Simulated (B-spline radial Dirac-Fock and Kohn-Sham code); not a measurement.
# Inner shells of Ge⁴⁺

Wanted for Ge⁴⁺: its X-ray form factor and Compton profile, the binding energy of each subshell, how cheaper methods do for the levels, its photoionisation cross sections, the widths and yields of its core holes and its two-hole states.

Method: a free atom or ion on a radial basis; each step names its model; computed with B-spline radial Dirac-Fock and Kohn-Sham code, version 2.

## Step 1: The system

The Ge⁴⁺ ion, 1s2 2s2 2p6 3s2 3p6 3d10.

- nuclear charge: 32
- electrons: 28
- mass number: 74
- nuclear rms radius: 4.0742 fm

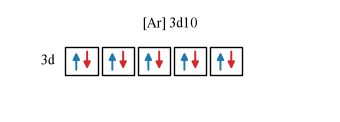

The shells outside the core; arrows follow Hund's rule for the drawing alone (heavy ions are jj-coupled), while the calculation averages over the configuration.

## Step 2: Form factor and Compton profile

Model: Dirac-Fock average of configuration, finite nucleus; form factor of the spherical density, Waller-Hartree incoherent function, impulse-approximation Compton profiles.

Settings, as recorded:

```ini
task = scatter
Z = 32
charge = 4
configuration = 1s2 2s2 2p6 3s2 3p6 3d10
mass_number = 74
rms_radius = 4.0742  # fm
s = [0.0, 0.05, 0.1, 0.15, 0.2, 0.25, 0.3, 0.35, 0.4, 0.45, 0.5, 0.6, 0.7, 0.8, 0.9, 1.0, 1.1, 1.2, 1.4, 1.6, 1.8, 2.0, 2.5, 3.0, 3.5, 4.0, 5.0, 6.0]  # 1/A
pz = [0, 0.1, 0.15, 0.21, 0.31, 0.44, 0.64, 0.94, 1.4, 2.0, 2.9, 4.2, 6.0, 8.7, 13.0, 18.0, 27.0, 39.0, 56.0, 82.0, 120.0]  # a.u.
photon_energy = [2000, 5000, 8047.8, 17479.3, 30000, 100000, 200000, 500000]  # eV
```

## Step 3: Binding energies

Model: Dirac-Fock average of configuration, Delta-SCF, finite nucleus, first-order Breit with its frequency dependence, self-energy and vacuum polarisation.

Settings, as recorded:

```ini
task = binding
```

## Step 4: Dirac LDA, for comparison

Model: Dirac-Kohn-Sham LDA (Slater exchange, VWN correlation), finite nucleus, spherical and without spin polarisation.

Recorded inputs:

```ini
task = binding-ladder
method = lda,vwn
relativity = dirac
```

## Step 5: Subshell cross sections

Model: independent-particle photoionisation: Dirac-Hartree-Slater potential of the initial state with a Latter tail for bound and continuum orbitals, all multipoles in the length form, thresholds from Dirac-Fock Delta-SCF.

The run's settings:

```ini
task = photo
photon_energy = [40.81, 46.2, 60, 85.5, 94.9, 600, 1870.0, 2000, 2310.0, 3190.0, 12000, 15000, 17479.3, 80000, 97700.0, 150000.0]  # eV
```

## Step 6: Decay of the holes

Model: independent-particle rates: relativistic LDA orbitals of the hole state, multipoles to L = 3 (length form), Coulomb Auger matrix elements with a Latter-tail continuum; energies from Dirac-Fock.

Settings, as recorded:

```ini
task = decay
holes = ["K", "L1", "L2", "L3", "M1", "M2", "M3", "M4", "M5"]
```

## Step 7: Two holes

Model: Dirac-Fock average of configuration, Delta-SCF, finite nucleus, first-order Breit with its frequency dependence, self-energy and vacuum polarisation; two-hole levels by intermediate coupling within the shell, Auger rates as independent-particle Coulomb matrix elements.

Recorded inputs:

```ini
task = double
```

## Step 8: non-relativistic HF, for comparison

Model: non-relativistic Hartree-Fock, average of configuration, point nucleus.

Recorded inputs:

```ini
task = binding-ladder
method = hf
relativity = nr
```

## Step 9: Dirac PBE, for comparison

Model: Dirac-Kohn-Sham PBE, finite nucleus, spherical and without spin polarisation.

Settings, as recorded:

```ini
task = binding-ladder
method = pbe,pbe
relativity = dirac
```

(Steps that only read results are left out.)

Q: Predict the outcome of this session. Wanted: rms radius of the electron cloud; form factor halves at; Compton profile at zero; deepest level listed, K; least bound, M5; Kα1; Dirac LDA, K: eigenvalue / ΔSCF; K hole: width, yield; largest U, K K.

**Answer**, as computed:

| quantity | value |
| --- | --- |
| rms radius of the electron cloud | 0.612 bohr |
| form factor halves at | 0.59 1/Å |
| Compton profile at zero | 3.379 1/a.u. |
| deepest level listed, K (1s) | 11166.2 eV |
| least bound, M5 (3d5/2) | 88.16 eV |
| Kα1 | 9886.6 eV |
| ionisation energy, NIST (measured) | 90.5000 eV |
| Dirac LDA, K: eigenvalue / ΔSCF | 10988.1 / 11187.3 eV |
| total at 1870.0 eV | 390 kb |
| strongest subshell at 1870.0 eV | L3 (2p3/2), 183 kb, β = 1.44 |
| K hole: width, yield | 1.88 eV, 0.544 |
| its lifetime | 0.351 fs |
| its strongest line | Kα1 (K-L3), 9886.6 eV |
| largest U, K K | 467.0 eV |
| Kα hypersatellite shift | +345.4 eV |
| strongest line of K-L123 | L2L3, J = 2, 8487.5 eV |
| non-relativistic HF, 1s: eigenvalue / ΔSCF | 11076.9 / 11030.9 eV |
| Dirac PBE, K: eigenvalue / ΔSCF | 11008.0 / 11207.8 eV |

**Reading.** f falls from 28 to half of that at s = 0.59 1/Å. Incoherent scattering outweighs coherent from 100 keV on, among the energies asked. Up to 2 1/Å f stays within 0.98 % of the table. For K (1s), relaxation takes off 47.1 eV, Breit terms shift it by -15.08 and QED by -7.28 eV. NIST's ionisation energy differs by +2.34 eV from the least binding energy; correlation is missing from the calculation. Dirac LDA misses the K level by -1.6 % with its eigenvalue and by +0.2 % with ΔSCF, so total-energy differences mend most of the error. L3 (2p3/2) leads at 1870.0 eV with 47 % of the total, and the K shell holds 89 % at 150000 eV. Under 200 eV, coupling between channels can change such values by tens of per cent. With a yield of 0.54, X-ray emission is the main way out for the K hole, in 0.35 fs. Coster-Kronig decay rules L1 and M1, where this model's widths can be far from the measured ones. U runs from 27.55 eV (M4 M4) to 467.0 eV (K K). An empty K shell moves Kα up by 345 eV. In the K-L123 Auger group the L2L3 J = 2 line carries 51 % of the rate. Non-relativistic HF misses the 1s level by -0.8 % with its eigenvalue and by -1.2 % with ΔSCF, as relativity is missing. Dirac PBE misses the K level by -1.4 % with its eigenvalue and by +0.4 % with ΔSCF, so total-energy differences mend most of the error. The Hartree-Fock and Dirac-Fock values hold no electron correlation.
